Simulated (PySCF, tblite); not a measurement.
# C₆H₁₄BNS: geometry, infrared bands and NMR shifts

Wanted: the infrared bands and NMR shifts of C₆H₁₄BNS (`CSCB(C)N=C(C)C`), by calculation.

The runs use tblite 0.8.0 and PySCF 2.14.0, with density-fitted response routines of our own; the level of theory stands in each step. All values are computed, except where a source is named. Atoms are numbered from 0 throughout.

## (1) The starting structure

23 atoms, charge 0, multiplicity 1; geometry from: force field or distance geometry start.

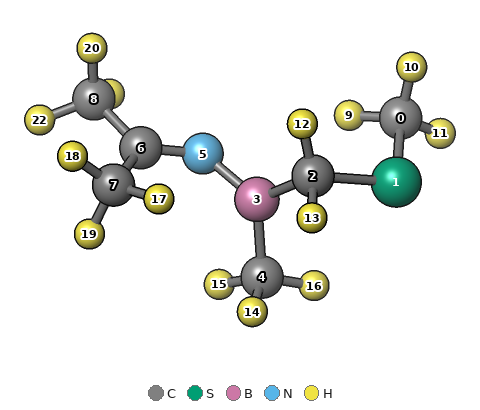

The starting geometry (carbon grey, sulfur teal, boron pink, nitrogen blue, hydrogen yellow), atoms numbered.

## (2) Relaxing the molecule with GFN2-xTB

What the job is given:

```
{"job": {"kind": "relax", "xc": "GFN2-xTB", "basis": "xTB"}, "charge": 0, "multiplicity": 1}
C      3.481500     0.482600     0.254200
S      2.895900    -1.191000     0.565300
C      1.179100    -1.139900     1.129100
B      0.346700    -0.609700    -0.127900
C      0.343100    -1.537600    -1.405600
N     -0.376300     0.677000    -0.184100
C     -1.607500     0.832000     0.109800
C     -2.502100    -0.239900     0.561500
C     -2.155400     2.205100    -0.007200
H      2.673300     1.068200    -0.240000
H      3.724300     0.958500     1.202100
H      4.343300     0.446800    -0.416200
H      1.028100    -0.528500     2.036800
H      0.849300    -2.194900     1.268900
H     -0.140300    -2.474500    -1.148600
H     -0.290200    -1.034400    -2.154100
H      1.394400    -1.655800    -1.786700
H     -1.868800    -1.040000     1.021700
H     -3.313500     0.089900     1.260500
H     -2.991600    -0.649000    -0.352800
H     -2.180300     2.679900     1.004100
H     -1.599200     2.780400    -0.758700
H     -3.238500     2.101700    -0.276000
```

Launch:

```
> OMP_NUM_THREADS=1 python probes_run.py task.json out
```

One launch serves the whole session: the jobs run in the order shown.

**Question.** This job is followed by: GFN2-xTB harmonic vibrations, gas phase; GIAO PBE0/pcSseg-1 NMR shielding, non-relativistic, gas phase. What will the session give for the following? strongest single infrared mode (GFN2-xTB); zero-point energy (GFN2-xTB); ¹³C shifts against TMS (PBE0/pcSseg-1); ¹H shifts against TMS (PBE0/pcSseg-1, means over atoms taken as alike); ³³S shifts against CS2 (PBE0/pcSseg-1); ¹¹B shifts against BF3·OEt2 (PBE0/pcSseg-1); ¹⁵N shifts against NH3 (PBE0/pcSseg-1); surface potential, least and greatest.

As calculated:

| quantity | value |
| --- | --- |
| strongest single infrared mode (GFN2-xTB) | 1928 cm⁻¹, 168 km/mol |
| zero-point energy (GFN2-xTB) | 119.7 kcal/mol |
| ¹³C shifts against TMS (PBE0/pcSseg-1) | 153.7, 29.7, 29.3, 29.1, 21.8, 0.6 ppm |
| ¹H shifts against TMS (PBE0/pcSseg-1, means over atoms taken as alike) | 1.98, 1.97, 1.90, 1.88, 0.47 ppm |
| ³³S shifts against CS2 (PBE0/pcSseg-1) | -69 ppm |
| ¹¹B shifts against BF3·OEt2 (PBE0/pcSseg-1) | 23.7 ppm |
| ¹⁵N shifts against NH3 (PBE0/pcSseg-1) | 388.4 ppm |
| surface potential, least and greatest | -1.37 V and 1.06 V |

Relaxing lowered the energy by 1.030 eV in 184 steps; the close pair that moved most is B3–N5, from 1.477 to 1.343 Å. All 63 modes are real, so the xTB geometry is a minimum. The strongest single mode, at 1928 cm⁻¹, moves mainly N5 and C6. GFN2-xTB is a fitted tight-binding method: band positions and strengths are rough. Its intensities can rank the bands wrongly. At PBE0/pcSseg-1: Shielding is most anisotropic at S1 (span 312 ppm, paramagnetic term -483 ppm).
